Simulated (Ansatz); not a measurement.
```yaml
atoms:
  - { symbol: C, position_ang: [0.5974, 0.2447, -0.8985] }
  - { symbol: Br, position_ang: [1.1139, -0.0651, 1.0398] }
  - { symbol: Si, position_ang: [-0.5597, -1.0923, -0.2662] }
  - { symbol: H, position_ang: [1.4622, 0.0040, -1.5161] }
  - { symbol: H, position_ang: [0.2722, 1.2802, -0.9951] }
```

Geometry: r2SCAN-D4/def2-TZVP.

Method: Ansatz 0.2.0, isolated molecule in a Gaussian basis; Kohn-Sham density functional theory, functional PBE0.

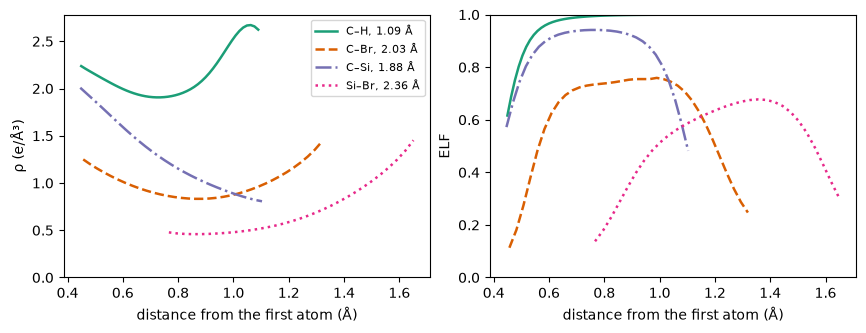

CH₂BrSi (charge +1). Electron density and electron localisation function along straight lines between neighbouring atoms. The curves leave out the atomic cores.

What can be read from the curves?

C–H (1.09 Å): ρ is about 2.1 e/Å³ halfway; the ELF climbs to about 1 towards the hydrogen, as it does in any bond to H (a covalent bond by its length).
C–Br (2.03 Å): ρ is about 0.89 e/Å³ halfway; the ELF peaks at about 0.75 between the atoms (localised, covalent bonding).
C–Si (1.88 Å): the density is about 0.96 e/Å³ at the midpoint; the ELF peaks at about 0.95 between the atoms, as expected for localised, covalent bonding.
Si–Br (2.36 Å): ρ is about 0.57 e/Å³ halfway, with its minimum of 0.46 e/Å³ about 0.9 Å from Si; the ELF peaks at about 0.70 between the atoms.
